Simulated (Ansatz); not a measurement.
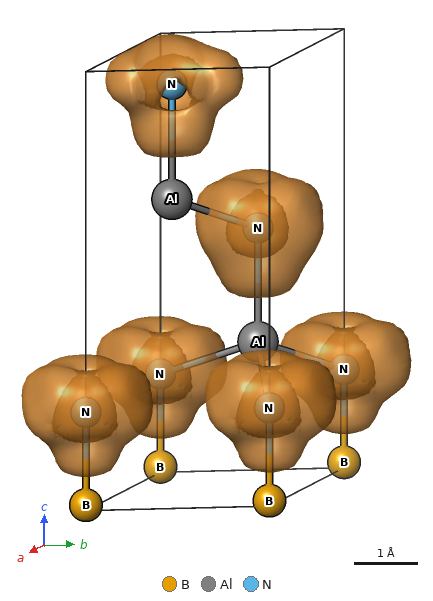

Figure 1: Al2BN3. Isosurface of the electron localisation function at 0.75 (orange), seen slightly off an axis. Core shells and regions of very low density are left out. Sticks mark near contacts.

Space group P3m1; started from the ordered alloy on zincblende lattice prototype, which need not be the ambient phase.

All numbers below come from DFT, HSE06, plane waves, PAW in Ansatz.

```yaml
crystal:
  lattice:
    - [2.94139, 0.00000, 0.00000]
    - [-1.47070, 2.54732, 0.00000]
    - [0.00000, 0.00000, 7.18004]
  atoms:
    - { symbol: B, position: [0.00000, 0.00000, 0.01254] }
    - { symbol: Al, position: [0.66667, 0.33333, 0.67663] }
    - { symbol: Al, position: [0.33333, 0.66667, 0.31970] }
    - { symbol: N, position: [0.66667, 0.33333, 0.93823] }
    - { symbol: N, position: [0.33333, 0.66667, 0.57897] }
    - { symbol: N, position: [0.00000, 0.00000, 0.22393] }
```

Q: Identify the bonds, lone pairs and shells in this picture.

A: The surface consists of three regions on N in which the atom's valence shell and bonds are merged, counted in one cell of 6 atoms. Regions shared between cells count once. Profiles from the grid: B–N (1.52 Å): the ELF peaks at about 0.95 between the atoms; a shared but strongly polarised pair. Al–N (1.83 Å): the ELF peaks at about 0.90 between the atoms: a shared but strongly polarised pair.
